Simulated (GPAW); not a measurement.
The Li K edge of atom 1 in Li (Lithium, Im-3m), with 8 Li at 3.04 Å and 6 Li at 3.51 Å (cube and octahedron, as in bcc, site symmetry m-3m), was computed in 2 ways: excited-electron core hole (neutral cell) and no core hole. Program and functional: GPAW, LDA, Gaussian full width 0.9 eV up to 4 eV, rising linearly to 3.5 eV at 25 eV; cells of 1 and 15 atoms (the run without a hole in the smaller).

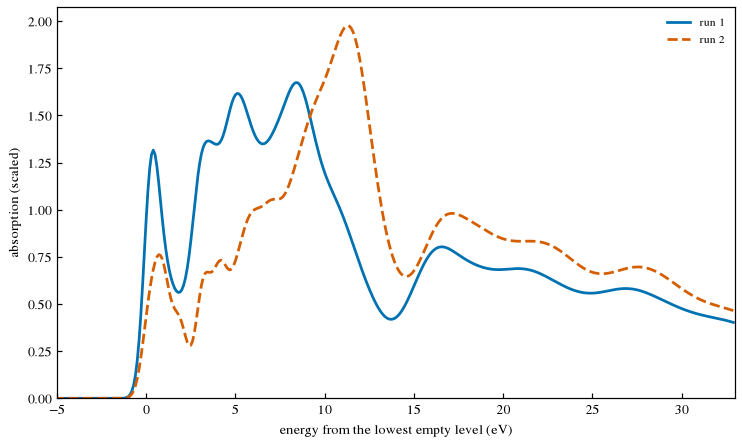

Each run is counted from its own lowest empty level or Fermi level and scaled to a mean of 1 over its first 20 eV.

Q: Which run is which?

Run 1: excited-electron core hole (neutral cell) (area from −2 to 6 eV 7.3, main maxima 0.4 eV (1.32), 5.1 eV (1.62), 8.4 eV (1.67) and 16.6 eV (0.80)). Run 2: no core hole (area from −2 to 6 eV 3.9, main maxima 0.7 eV (0.76), 4.2 eV (0.73), 11.3 eV (1.98) and 17.1 eV (0.98)). With each curve scaled to its own mean, the area from −2 to 6 eV with the hole is 7.3 against 3.9, and the centre of weight from −1 to 20 eV moves by -1.9 eV: the hole pulls the absorber's empty states down.

[Hosts, paths, dates, database ids (printed as entryN), source tags and the programs' standing remarks are cut or masked in the printed files.]

[Lists of maxima count a maximum above −3 eV only where it reaches 4 % of the highest in the window and stands out from its surroundings by 2 % of it (1.5 % where it reaches 55 %); shoulders and weaker maxima are passed over, and of the rest the first, up to two pre-edge ones and the few strongest are named.]
